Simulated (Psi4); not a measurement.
# GeH4O2 (SMILES [OH][GeH2][OH]): levels of theory compared

Aim: a comparison of 3 runs (B3LYP/cc-pVDZ, BHLYP/cc-pVDZ, wB97X/cc-pVDZ) of GeH4O2. 

The results are computed with Psi4 1.11.

## 1. The system as given

The species is GeH4O2 (7 atoms), meant as a singlet with charge 0. As SMILES, `[OH][GeH2][OH]`. The O1–H4 distance was set to 1.726 Å, away from the relaxed value. At this shape a bond of the SMILES string is far longer than usual.

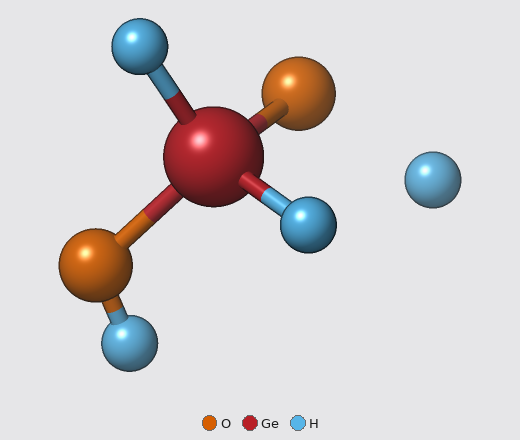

Viewed from a chosen angle; oxygen orange, germanium red, hydrogen blue.

## 2. The energy at B3LYP/cc-pVDZ (run 1)

The input, calc.py:

```python
import psi4

psi4.set_memory(2200000000)
psi4.set_num_threads(1)
psi4.core.set_output_file('run.log', False)

mol = psi4.geometry("""
0 1
O     -1.376424    -0.413840     0.584632
Ge     0.138376     0.379160     1.063832
O      1.462276    -0.796740     1.159132
H     -1.634900    -0.418700    -1.122100
H      0.478276     1.462660     0.019432
H     -0.057624     0.865260     2.495832
H      1.740476    -1.133040     0.304732
units angstrom
symmetry c1
no_reorient
no_com
""")

options = {'reference': 'rks', 'puream': True, 'e_convergence': 1e-09, 'd_convergence': 1e-08, 'scf_type': 'pk', 'dft_radial_points': 99, 'dft_spherical_points': 590}
psi4.set_options(options)

result, w = psi4.energy('b3lyp/cc-pVDZ', return_wfn=True)
print(f'total energy {result:.8f} hartree = {result * 27.211386:.5f} eV')
```

Run with:

```sh
$ python calc.py
```

run.log:

```text
[...]
  Running in c1 symmetry.
[...]
  Nuclear repulsion =  216.014853687931975
[...]
  Multiplicity = 1
[...]
  Nalpha       = 26
  Nbeta        = 26
[...]
    Number of basis functions: 75
[...]
   @RKS iter   1: -2228.93443142068236   -3.04125e+00   1.70429e-02 ADIIS/DIIS
[...]
   @RKS iter  13: -2229.76726078479760   -5.45697e-12   7.02145e-09 DIIS
[...]
  @RKS Final Energy: -2229.76726078479760
   => Energetics <=
    Nuclear Repulsion Energy =            216.0148536879319749
    One-Electron Energy =               -3534.5559165377108002
    Two-Electron Energy =                1167.3903686087442111
    DFT Exchange-Correlation Energy =     -78.6165665437630850
    Empirical Dispersion Energy =           0.0000000000000000
    VV10 Nonlocal Energy =                  0.0000000000000000
    Total Energy =                      -2229.7672607847975996
[...]
 Multipole Moments:
 ------------------------------------------------------------------------------------
     Multipole            Electronic (a.u.)      Nuclear  (a.u.)        Total (a.u.)
 ------------------------------------------------------------------------------------
 L = 1.  Multiply by 2.5417464519 to convert [e a0] to [Debye]
 Dipole X            :        -10.5188362           10.6600887            0.1412525
 Dipole Y            :         -5.7640378            6.0937242            0.3296865
 Dipole Z            :        -94.8827037           93.9016855           -0.9810182
 Magnitude           :                                                    1.0445296
[...]
```

Standard output:

```text
total energy -2229.76726078 hartree = -60675.05762 eV
```

Wall time 20 s (1 thread of AMD EPYC 7R43 (Zen 3), shared host); peak memory 1.2 GiB.

## 3. Energy and forces at BHLYP/cc-pVDZ (run 2)

The input, run.py:

```python
import numpy as np
from ase.calculators.psi4 import Psi4
from ase import Atoms

a = Atoms(['O', 'Ge', 'O', 'H', 'H', 'H', 'H'], positions=[
    [-1.376424, -0.413840, 0.584632],
    [0.138376, 0.379160, 1.063832],
    [1.462276, -0.796740, 1.159132],
    [-1.634900, -0.418700, -1.122100],
    [0.478276, 1.462660, 0.019432],
    [-0.057624, 0.865260, 2.495832],
    [1.740476, -1.133040, 0.304732],
])
calc = Psi4(atoms=a, method='bhhlyp', basis='cc-pVDZ', memory='2200MB', num_threads=1, charge=0, multiplicity=1, label='calc')
calc.psi4.set_options({'puream': True, 'e_convergence': 1e-09, 'd_convergence': 1e-08, 'scf_type': 'pk', 'dft_radial_points': 99, 'dft_spherical_points': 590})
a.calc = calc

forces = a.get_forces()
print(f'energy: {a.get_potential_energy():.6f} eV')
print('forces / eV A^-1')
print(np.round(forces, 5))
```

Run with:

```sh
$ python run.py
```

calc.dat:

```text
[...]
  Running in c1 symmetry.
[...]
  Nuclear repulsion =  216.014853687931975
[...]
  Multiplicity = 1
[...]
  Nalpha       = 26
  Nbeta        = 26
[...]
    Number of basis functions: 75
[...]
   @RKS iter   1: -2228.87409863382391   -3.57051e+00   1.59999e-02 ADIIS/DIIS
[...]
   @RKS iter  14: -2229.60804845051007   -9.54969e-12   5.41772e-09 DIIS
[...]
  @RKS Final Energy: -2229.60804845051007
   => Energetics <=
    Nuclear Repulsion Energy =            216.0148536879319749
    One-Electron Energy =               -3534.9337356140181328
    Two-Electron Energy =                1139.2562334403417026
    DFT Exchange-Correlation Energy =     -49.9453999647655422
    Empirical Dispersion Energy =           0.0000000000000000
    VV10 Nonlocal Energy =                  0.0000000000000000
    Total Energy =                      -2229.6080484505096138
[...]
  -Total Gradient:
     Atom            X                  Y                   Z
    ------   -----------------  -----------------  -----------------
       1        0.027450738950     0.006110204068     0.094740256464
       2       -0.005948086648    -0.006859936314     0.009180096112
       3       -0.003278419811     0.002282749731     0.002462603889
       4       -0.019630024110    -0.002050237747    -0.099951033029
       5       -0.000470346368     0.000484561609    -0.003545167535
       6        0.000897445499     0.000818112390     0.000392317530
       7        0.000976866432    -0.000767887412    -0.003275297469
[...]
```

On the terminal:

```text
energy: -60670.725289 eV
forces / eV A^-1
[[-1.41157 -0.3142  -4.87174]
 [ 0.30586  0.35275 -0.47206]
 [ 0.16858 -0.11738 -0.12663]
 [ 1.00942  0.10543  5.13969]
 [ 0.02419 -0.02492  0.1823 ]
 [-0.04615 -0.04207 -0.02017]
 [-0.05023  0.03949  0.16842]]
```

It took 49 s on 1 thread of AMD EPYC 7R43 (Zen 3), shared host; peak memory 1.3 GiB.

## 4. Energy and forces at wB97X/cc-pVDZ (run 3)

The input, calc.inp:

```
memory 2200 MB

molecule system {
  0 1
  O     -1.376424    -0.413840     0.584632
  Ge     0.138376     0.379160     1.063832
  O      1.462276    -0.796740     1.159132
  H     -1.634900    -0.418700    -1.122100
  H      0.478276     1.462660     0.019432
  H     -0.057624     0.865260     2.495832
  H      1.740476    -1.133040     0.304732
  units angstrom
  symmetry c1
  no_reorient
  no_com
}

set basis cc-pVDZ
set puream true
set e_convergence 1e-09
set d_convergence 1e-08
set scf_type pk
set dft_radial_points 99
set dft_spherical_points 590

e_tot, wfn = gradient('wb97x', return_wfn=True)
print_variables()
```

Run with:

```sh
$ psi4 -i calc.inp -o calc.out -n 1
```

calc.out:

```text
[...]
  Running in c1 symmetry.
[...]
  Nuclear repulsion =  216.014853687931975
[...]
  Multiplicity = 1
[...]
  Nalpha       = 26
  Nbeta        = 26
[...]
    Number of basis functions: 75
[...]
   @RKS iter   1: -2228.98170351683166   -3.49661e+00   1.60979e-02 ADIIS/DIIS
[...]
   @RKS iter  14: -2229.71654762688286   -2.09184e-11   8.37379e-09 DIIS
[...]
  @RKS Final Energy: -2229.71654762688286
   => Energetics <=
    Nuclear Repulsion Energy =            216.0148536879319749
    One-Electron Energy =               -3534.4415173945581046
    Two-Electron Energy =                1164.2171247538105945
    DFT Exchange-Correlation Energy =     -75.5070086740674498
    Empirical Dispersion Energy =           0.0000000000000000
    VV10 Nonlocal Energy =                  0.0000000000000000
    Total Energy =                      -2229.7165476268833118
[...]
  -Total Gradient:
     Atom            X                  Y                   Z
    ------   -----------------  -----------------  -----------------
       1        0.032455987115     0.008711939971     0.093589834598
       2       -0.006680210181    -0.010454116839     0.009478124947
       3       -0.005374241629     0.003227501710    -0.005723527031
       4       -0.019737488005    -0.002418154862    -0.098097288103
       5       -0.000976984593    -0.001286364837    -0.001836115218
       6        0.001091487139     0.000489936347    -0.001311547273
       7       -0.000830153311     0.001368832180     0.003772637619
[...]
```

Run time: 76 s. Hardware: 1 thread of AMD EPYC 7R43 (Zen 3), shared host; peak memory 1.2 GiB.

## 5. The series

```tsv
run	level	task	energy (Eh)	dipole moment (D)	HOMO energy (eV)	LUMO energy (eV)	wall time
1	B3LYP/cc-pVDZ	energy	-2229.767261	2.65	-7.94	-3.86	20 s
2	BHLYP/cc-pVDZ	gradient	-2229.608048	2.91	-9.80	-2.51	49 s
3	wB97X/cc-pVDZ	gradient	-2229.716548	2.87	-10.70	-1.36	76 s
```

## 6. Summary of results

| quantity | value |
| --- | --- |
| run 3: total energy | -2229.71655 Eh |
| run 3: dipole moment | 2.87 D |
| run 3: HOMO energy | -10.70 eV |
| run 3: LUMO energy | -1.36 eV |
| run 3: HOMO–LUMO gap | 9.34 eV |
| run 3: largest force on an atom | 5.147 eV/Å |

What this shows: The dipole moment (its size) runs from 2.65 D (B3LYP/cc-pVDZ) to 2.91 D (BHLYP/cc-pVDZ). The HOMO–LUMO gap runs from 4.09 eV (B3LYP/cc-pVDZ) to 9.34 eV (wB97X/cc-pVDZ). Totals of different functionals can't be ranked against each other. In all runs a closed-shell determinant meets a far-stretched bond; if it breaks into open shells, such a determinant describes it badly, and no broken-symmetry solution was shown. All runs together took 2.4 min, the longest 76 s.
